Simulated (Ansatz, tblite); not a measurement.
**In12P12 wurtzite hole sphere (In₁₂P₁₂H₃₀): removing and adding an electron**

What does removing or adding an electron cost or gain for In12P12 wurtzite hole sphere (In₁₂P₁₂H₃₀)? Each charged state is run at several levels.

Method: as each input shows; program: Ansatz 0.2.0, Gaussian basis.

The runs, in order: charge +1 doublet, at the geometry of the singlet (PBE0-D4/def2-SVP, PBE-D4/def2-SVP); charge -1 doublet, at the geometry of the singlet (PBE0-D4/def2-SVP, PBE-D4/def2-SVP); the starting singlet's energies come from earlier runs.

1 further run of the same task is left out (set aside as unsound or not needed).

## 1. The relaxed structure

The geometry is that of the singlet, from an earlier relaxation (PBE-D4/def2-SVP).

54 atoms, charge 0, spin multiplicity 1.

Atoms are counted from 1 here; the program's logs count them from 0.

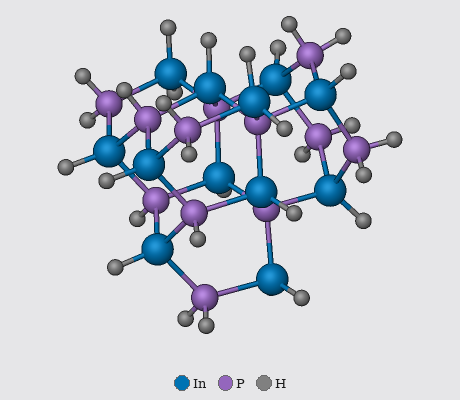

The structure; indium blue, phosphorus purple, hydrogen grey.

In takes a core potential in the def2 sets. No spin-orbit coupling is included.

## 2. Charge +1 doublet at the fixed geometry, PBE0-D4/def2-SVP

in.yaml reads:

```yaml
crystal:
  periodic: [false, false, false]
  atoms:
    - {symbol: In, position_ang: [-0.000146, -4.985121, -0.170257]}
    - {symbol: P, position_ang: [0.001257, -4.702031, 2.490281]}
    - {symbol: In, position_ang: [-0.000891, -2.687218, -3.283175]}
    - {symbol: P, position_ang: [-1.979529, -1.142255, -4.082661]}
    - {symbol: P, position_ang: [0.000298, -2.441399, -0.761443]}
    - {symbol: In, position_ang: [-2.183822, -1.261198, -0.070469]}
    - {symbol: In, position_ang: [0.001774, -2.376324, 3.658221]}
    - {symbol: P, position_ang: [-1.968819, -1.137590, 2.541453]}
    - {symbol: In, position_ang: [-2.328643, 1.343432, -3.282244]}
    - {symbol: P, position_ang: [-2.114706, 1.220605, -0.760629]}
    - {symbol: In, position_ang: [-4.317433, 2.492101, -0.168128]}
    - {symbol: In, position_ang: [-2.055864, 1.188140, 3.659044]}
    - {symbol: P, position_ang: [-4.071617, 2.349306, 2.492311]}
    - {symbol: P, position_ang: [1.977019, -1.142136, -4.084235]}
    - {symbol: In, position_ang: [2.184644, -1.260729, -0.072139]}
    - {symbol: P, position_ang: [1.971456, -1.137335, 2.539953]}
    - {symbol: In, position_ang: [2.325849, 1.343755, -3.284290]}
    - {symbol: P, position_ang: [-0.001829, 2.284259, -4.083410]}
    - {symbol: P, position_ang: [2.113877, 1.221003, -0.762476]}
    - {symbol: In, position_ang: [-0.000258, 2.522344, -0.071765]}
    - {symbol: In, position_ang: [2.058932, 1.188395, 3.657458]}
    - {symbol: P, position_ang: [0.001026, 2.275675, 2.540318]}
    - {symbol: In, position_ang: [4.314933, 2.496322, -0.171820]}
    - {symbol: P, position_ang: [4.073652, 2.349422, 2.488808]}
    - {symbol: H, position_ang: [-1.566934, -5.652224, -0.532584]}
    - {symbol: H, position_ang: [1.565742, -5.653519, -0.533994]}
    - {symbol: H, position_ang: [-1.071451, -5.436993, 3.090273]}
    - {symbol: H, position_ang: [1.074292, -5.436996, 3.089684]}
    - {symbol: H, position_ang: [-0.001255, -4.196809, -4.147049]}
    - {symbol: H, position_ang: [-3.168335, -1.829056, -3.679211]}
    - {symbol: H, position_ang: [-2.174145, -1.254296, -5.498136]}
    - {symbol: H, position_ang: [-3.633969, -2.098657, -0.565380]}
    - {symbol: H, position_ang: [0.002684, -2.429470, 5.396734]}
    - {symbol: H, position_ang: [-3.126160, -1.805720, 3.063194]}
    - {symbol: H, position_ang: [-3.636211, 2.098263, -4.145746]}
    - {symbol: H, position_ang: [-5.679149, 1.469932, -0.531526]}
    - {symbol: H, position_ang: [-4.112567, 4.182719, -0.530020]}
    - {symbol: H, position_ang: [-2.100568, 1.214640, 5.397601]}
    - {symbol: H, position_ang: [-5.243711, 1.785701, 3.091821]}
    - {symbol: H, position_ang: [-4.173257, 3.645356, 3.092969]}
    - {symbol: H, position_ang: [2.171114, -1.254513, -5.499755]}
    - {symbol: H, position_ang: [3.166195, -1.828458, -3.681088]}
    - {symbol: H, position_ang: [3.634721, -2.097790, -0.567924]}
    - {symbol: H, position_ang: [3.129281, -1.805185, 3.061008]}
    - {symbol: H, position_ang: [3.632594, 2.098868, -4.148787]}
    - {symbol: H, position_ang: [-0.002595, 2.509235, -5.498822]}
    - {symbol: H, position_ang: [-0.001766, 3.657067, -3.679559]}
    - {symbol: H, position_ang: [-0.000435, 4.196699, -0.567438]}
    - {symbol: H, position_ang: [2.105280, 1.215146, 5.395951]}
    - {symbol: H, position_ang: [0.001305, 3.612022, 3.062074]}
    - {symbol: H, position_ang: [5.678695, 1.478251, -0.538844]}
    - {symbol: H, position_ang: [4.105109, 4.186967, -0.530829]}
    - {symbol: H, position_ang: [5.245988, 1.783080, 3.085250]}
    - {symbol: H, position_ang: [4.178336, 3.644327, 3.091415]}
basis:
  gaussian: {orbitals: def2-SVP, fitting: {mean_field: def2-universal-jkfit}}
total_charge: 1
magnetization: {spin_polarized: true, initial_magnetization: 1}
hamiltonian: {xc: pbe0, dispersion: d4}
scf: {omitted_lower_state_checks: [starts]}
output: {orbitals: {seedname: orbitals}}
```

The run is started by

```console
$ ansatz run in.yaml --threads 4 --pin off --events-out ev --progress --plain --max-ram 66560MiB --backend cuda --devices 0, --max-vram 37GiB
```

Log:

```text
Functional definition: PBE0
  name "PBE0"
  cite "Adamo & Barone, J. Chem. Phys. 110, 6158 (1999) doi:10.1063/1.478522"
  cite "Perdew, Burke & Ernzerhof, Phys. Rev. Lett. 77, 3865 (1996) doi:10.1103/PhysRevLett.77.3865"
  parent pbe
  parameter a = 0.25
  parameter kappa = 0.804
  parameter beta = 0.06672455060314922
  exchange = (1 - a)*pbe_x(kappa = kappa, mu = beta*pi^2/3) + a*exact_x
  correlation = pbe_c(beta = beta)
these checks for a lower state are left out or cut short: starts
4692 factors; integrals over basis functions are off by at most 3.3e-1 eV
mean field evaluation 1: about -173960.7502 eV, gradient 3.3e1 eV
mean field evaluation 2: about -173953.2529 eV, gradient 4.7e1 eV
mean field evaluation 4: about -173967.6821 eV, gradient 9.5e0 eV
mean field evaluation 8: about -173968.5513 eV, gradient 9.7e-1 eV
mean field evaluation 16: about -173968.5696 eV, gradient 1.9e-2 eV
mean field evaluation 32: about -173968.5696 eV, gradient 1.1e-4 eV
mean field -173968.57002527 eV, -6393.2270282968 hartree, gradient 6.1e-6 eV, S^2 0.756021; 0 other end points of the search recorded, 0 dependent functions left out
reference -173968.57013689 eV, -6393.2270323984 hartree; 231, 230 occupied and 447, 448 virtual orbitals, 4692 factors
Total energy: -173972.42489833 eV, -6393.3686922688 hartree
Checks for a lower state left out: starts
```

It took 2.1 min on 1 × H100 (card shared with other runs) with 4 threads of AMD EPYC 7R13, shared host; peak host memory 1.5 GiB.

From the report: HOMO -9.17 eV, LUMO -8.31 eV (over both spins); ⟨S²⟩ 0.756 (pure: 0.75).

## 3. Charge +1 doublet at the fixed geometry, PBE-D4/def2-SVP

start.molden holds the orbitals of an earlier run on this state, given as this run's starting guess.

Edit in.yaml of step 2 so:

```diff
@@ -58,6 +58,6 @@
 basis:
-  gaussian: {orbitals: def2-SVP, fitting: {mean_field: def2-universal-jkfit}}
+  gaussian: {orbitals: def2-SVP, fitting: {mean_field: def2-universal-jkfit}, initial_orbitals: start.molden}
 total_charge: 1
 magnetization: {spin_polarized: true, initial_magnetization: 1}
-hamiltonian: {xc: pbe0, dispersion: d4}
+hamiltonian: {xc: pbe, dispersion: d4}
 scf: {omitted_lower_state_checks: [starts]}
```

Same command.

Log:

```text
Functional definition: PBE
  name "PBE"
  cite "Perdew, Burke & Ernzerhof, Phys. Rev. Lett. 77, 3865 (1996) doi:10.1103/PhysRevLett.77.3865"
  parent pbe
  parameter kappa = 0.804
  parameter beta = 0.06672455060314922
  exchange = pbe_x(kappa = kappa, mu = beta*pi^2/3)
  correlation = pbe_c(beta = beta)
these checks for a lower state are left out or cut short: starts
4692 factors; integrals over basis functions are off by at most 3.3e-1 eV
mean field evaluation 1: about -173956.6247 eV, gradient 1.1e1 eV
mean field evaluation 2: about -173957.3502 eV, gradient 6.8e-1 eV
mean field evaluation 4: about -173957.3777 eV, gradient 1.4e-1 eV
mean field evaluation 8: about -173957.3791 eV, gradient 3.9e-2 eV
mean field evaluation 16: about -173957.3797 eV, gradient 2.1e-5 eV
mean field -173957.37967858 eV, -6392.8157906409 hartree, gradient 2.6e-6 eV, S^2 0.751464; 0 other end points of the search recorded, 0 dependent functions left out
reference -173957.37982728 eV, -6392.8157961057 hartree; 231, 230 occupied and 447, 448 virtual orbitals, 4692 factors
Total energy: -173961.56119272 eV, -6392.9694584513 hartree
Checks for a lower state left out: starts
```

Wall time 34 s (1 × H100 (card shared with other runs) with 4 threads of AMD EPYC 7R13, shared host); peak host memory 1.5 GiB.

HOMO -8.22 eV, LUMO -8.28 eV (over both spins; with the spin held, an empty level of the minority spin lies below the top filled one); ⟨S²⟩ 0.751 (pure: 0.75).

## 4. Vertical ionisation energy

Charged state less starting state, singlet to doublet; the starting state's energies are those of its earlier runs.

```tsv
level	vertical ionisation energy (eV)	time
PBE-D4/def2-SVP	+7.00	45 s
PBE0-D4/def2-SVP	+7.47	2.3 min
```

Times add the two runs; a level without a time comes out of a correlated run.

Beside −ε(HOMO) of the starting state:

```tsv
level	−ε(HOMO) (eV)	by difference (eV)	mismatch (eV)
PBE-D4/def2-SVP	5.56	7.00	-1.44
PBE0-D4/def2-SVP	6.50	7.47	-0.97
```

## 5. Charge -1 doublet at the fixed geometry, PBE0-D4/def2-SVP

Edit in.yaml of step 3 so:

```diff
@@ -58,6 +58,6 @@
 basis:
-  gaussian: {orbitals: def2-SVP, fitting: {mean_field: def2-universal-jkfit}, initial_orbitals: start.molden}
-total_charge: 1
+  gaussian: {orbitals: def2-SVP, fitting: {mean_field: def2-universal-jkfit}}
+total_charge: -1
 magnetization: {spin_polarized: true, initial_magnetization: 1}
-hamiltonian: {xc: pbe, dispersion: d4}
+hamiltonian: {xc: pbe0, dispersion: d4}
 scf: {omitted_lower_state_checks: [starts]}
```

Same command.

Log, shortened:

```text
Functional definition: PBE0
  name "PBE0"
  cite "Adamo & Barone, J. Chem. Phys. 110, 6158 (1999) doi:10.1063/1.478522"
  cite "Perdew, Burke & Ernzerhof, Phys. Rev. Lett. 77, 3865 (1996) doi:10.1103/PhysRevLett.77.3865"
  parent pbe
[...]
4692 factors; integrals over basis functions are off by at most 3.3e-1 eV
[...]
mean field -173976.55136750 eV, -6393.5203372135 hartree, gradient 9.1e-6 eV, S^2 0.751717; 0 other end points of the search recorded, 0 dependent functions left out
reference -173976.55147869 eV, -6393.5203412999 hartree; 232, 231 occupied and 446, 447 virtual orbitals, 4692 factors
Total energy: -173980.54195536 eV, -6393.6669886127 hartree
Checks for a lower state left out: starts
```

Wall time 39 s (1 × H100 (card shared with other runs) with 4 threads of AMD EPYC 7R13, shared host); peak host memory 1.5 GiB.

Report: HOMO 0.27 eV, LUMO 1.10 eV (over both spins); ⟨S²⟩ 0.752 (pure: 0.75). Doubts: highest occupied level lies above zero.

## 6. Charge -1 doublet at the fixed geometry, PBE-D4/def2-SVP

Edit in.yaml of step 5 so:

```diff
@@ -58,6 +58,6 @@
 basis:
-  gaussian: {orbitals: def2-SVP, fitting: {mean_field: def2-universal-jkfit}}
+  gaussian: {orbitals: def2-SVP, fitting: {mean_field: def2-universal-jkfit}, initial_orbitals: start.molden}
 total_charge: -1
 magnetization: {spin_polarized: true, initial_magnetization: 1}
-hamiltonian: {xc: pbe0, dispersion: d4}
+hamiltonian: {xc: pbe, dispersion: d4}
 scf: {omitted_lower_state_checks: [starts]}
```

Launched as before.

Log:

```text
Functional definition: PBE
  name "PBE"
  cite "Perdew, Burke & Ernzerhof, Phys. Rev. Lett. 77, 3865 (1996) doi:10.1103/PhysRevLett.77.3865"
  parent pbe
  parameter kappa = 0.804
  parameter beta = 0.06672455060314922
  exchange = pbe_x(kappa = kappa, mu = beta*pi^2/3)
  correlation = pbe_c(beta = beta)
these checks for a lower state are left out or cut short: starts
4692 factors; integrals over basis functions are off by at most 3.3e-1 eV
mean field evaluation 1: about -173964.4736 eV, gradient 1.1e1 eV
mean field evaluation 2: about -173965.1881 eV, gradient 6.4e-1 eV
mean field evaluation 4: about -173965.2093 eV, gradient 3.6e-2 eV
mean field evaluation 8: about -173965.2097 eV, gradient 5.4e-5 eV
mean field evaluation 16: about -173965.2097 eV, gradient 1.2e-5 eV
mean field -173965.20970437 eV, -6393.1035387812 hartree, gradient 7.1e-6 eV, S^2 0.750561; 0 other end points of the search recorded, 0 dependent functions left out
reference -173965.20985240 eV, -6393.1035442212 hartree; 232, 231 occupied and 446, 447 virtual orbitals, 4692 factors
Total energy: -173969.53958075 eV, -6393.2626588034 hartree
Checks for a lower state left out: starts
```

It took 19 s on 1 × H100 (card shared with other runs) with 4 threads of AMD EPYC 7R13, shared host; peak host memory 1.5 GiB.

HOMO 0.31 eV, LUMO 0.40 eV (over both spins); ⟨S²⟩ 0.751 (pure: 0.75). Doubts: highest occupied level lies above zero.

## 7. Vertical electron affinity

Starting state less charged state (positive: the electron is bound), singlet to doublet; the starting state's energies are those of its earlier runs.

```tsv
level	vertical electron affinity (eV)	time
PBE-D4/def2-SVP	+0.97	30 s
PBE0-D4/def2-SVP	+0.65	53 s
```

Times add the two runs; a level without a time comes out of a correlated run.

Beside −ε(LUMO) of the starting state:

```tsv
level	−ε(LUMO) (eV)	by difference (eV)	mismatch (eV)
PBE-D4/def2-SVP	2.12	0.97	+1.14
PBE0-D4/def2-SVP	1.42	0.65	+0.78
```

## 8. Outcome

```
                                           quantity                               value
vertical ionisation energy, functionals in def2-SVP  7.00 (PBE-D4) to 7.47 eV (PBE0-D4)
vertical electron affinity, functionals in def2-SVP  0.65 (PBE0-D4) to 0.97 eV (PBE-D4)
```

The vertical ionisation energy spans 7.00 to 7.47 eV over the functionals. −ε(HOMO) misses the level's own difference by -0.97 eV at best (PBE0-D4) and -1.44 eV at worst (PBE-D4). The vertical electron affinity spans 0.65 to 0.97 eV over the functionals. −ε(LUMO) misses the level's own difference by +0.78 eV at best (PBE0-D4) and +1.14 eV at worst (PBE-D4).

The anion's highest level is positive in at least one run, so there the basis alone may hold the extra electron.
